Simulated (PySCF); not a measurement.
# C9H11ClSi: what the fields show

Input

```
{"job": {"kind": "nmr", "xc": "PBE0", "basis": "pcSseg-1"}, "charge": 0, "multiplicity": 1}
C     -3.612629     0.391156     0.964594
C     -2.356810     0.838491     0.899585
C     -1.162888     0.009103     0.603531
C     -1.327017    -1.433723     0.139032
C     -0.641344    -1.207915    -0.988868
Cl    -0.127928    -2.213540    -2.276461
C     -0.343657     0.248667    -0.725843
C      0.843495     0.562642     0.178088
C      2.245926     0.894557    -0.158551
Si     3.177617    -0.510955    -1.038932
C      0.152750     0.341326     1.309818
H     -3.853963    -0.663351     0.801176
H     -4.444862     1.065484     1.181038
H     -2.151173     1.901690     1.073895
H     -1.762473    -2.321749     0.598201
H     -0.677836     0.991765    -1.464833
H      2.285564     1.768070    -0.833543
H      2.805946     1.163417     0.751667
H      3.046263    -1.782085    -0.267409
H      2.641234    -0.705128    -2.417240
H      4.623259    -0.137490    -1.130680
H      0.420249     0.339150     2.369509
```

Launched as:

```sh
OMP_NUM_THREADS=2 python probes_run.py task.json out
```

Geometry: PBE0-D3(BJ)/def2-SVP.

The calculation used PBE0/pcSseg-1, SCF density, gas phase, non-relativistic in PySCF 2.14.0.

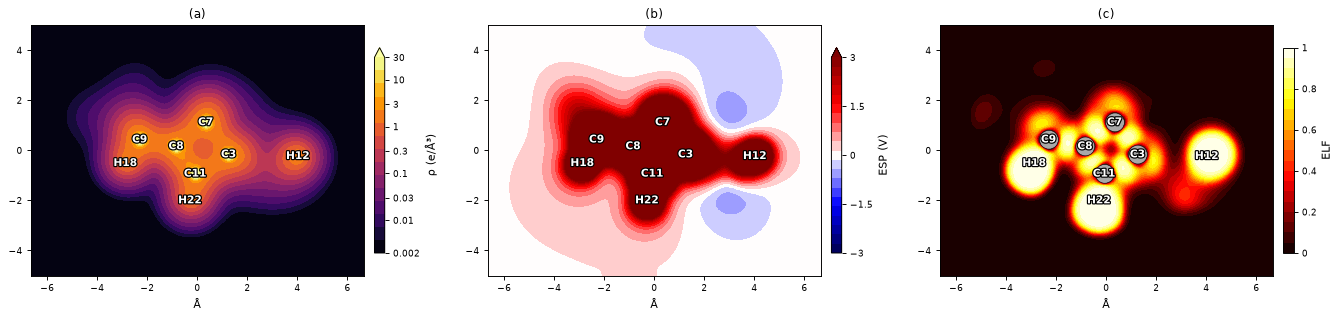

Figure 1. (a) total electron density; (b) electrostatic potential; (c) electron localisation function on the plane of atoms C7, C8 and C9. Grey discs cover the atomic cores in the ELF map.

What do the fields say about this system?

- Atoms in the plane: C and H.
- C–C (1.34 Å): ρ is about 2.2 e/Å³ halfway; the ELF peaks at about 0.90 between the atoms (a multiple bond).
- C–H (1.10 Å): ρ is about 1.9 e/Å³ halfway; the ELF climbs to about 1 towards the hydrogen, as it does in any bond to H; a covalent bond by its length.
- C–C (1.48 Å): the density is about 1.7 e/Å³ at the midpoint; the ELF peaks at about 0.95 between the atoms; a covalent bond.
- C–C (1.53 Å): ρ is about 1.6 e/Å³ halfway; the ELF peaks at about 0.95 between the atoms, as expected for a covalent bond.
- Outside the dense part of the molecule the potential is most negative (−0.6 V) near C1, which lies off the plane.

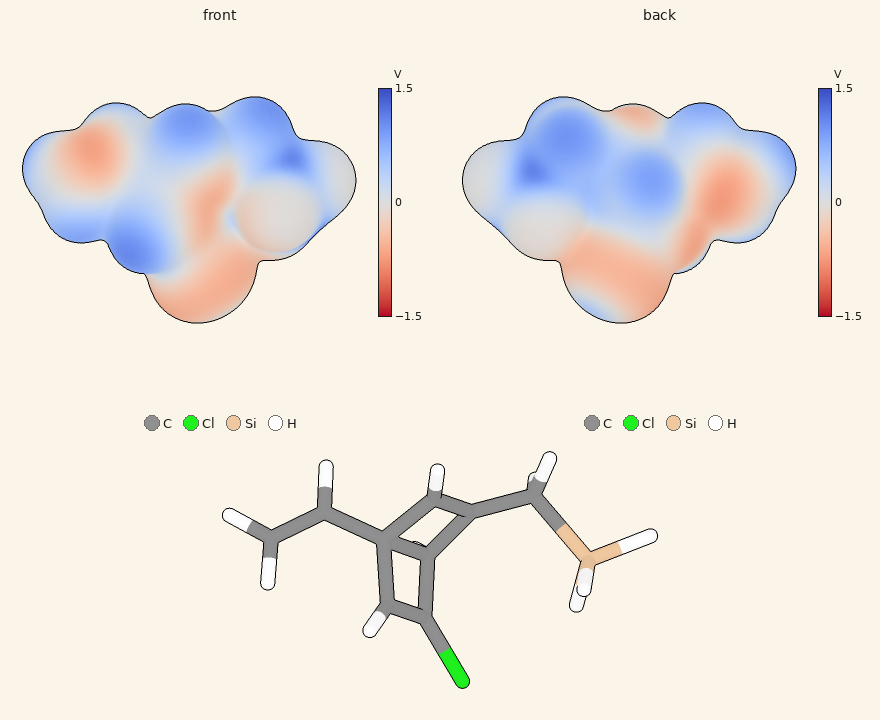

Figure 2. The molecular electrostatic potential painted on the density surface at 0.002 e/bohr³, seen from the front and from behind; the colour scale runs from red (negative) to blue (positive). The bare structure is drawn below in the same view.

Describe the electrostatic potential map.

The most negative region (about −0.7 V) lies over the π face of C1 and C2, the most positive (about +1.0 V) over Si10 and H15. Cl6 shows a σ-hole: about +0.4 V at the tip opposite its bond, against about −0.5 V on its flanks.

What dipole moment does the calculation give?

Its dipole moment is 1.71 D.
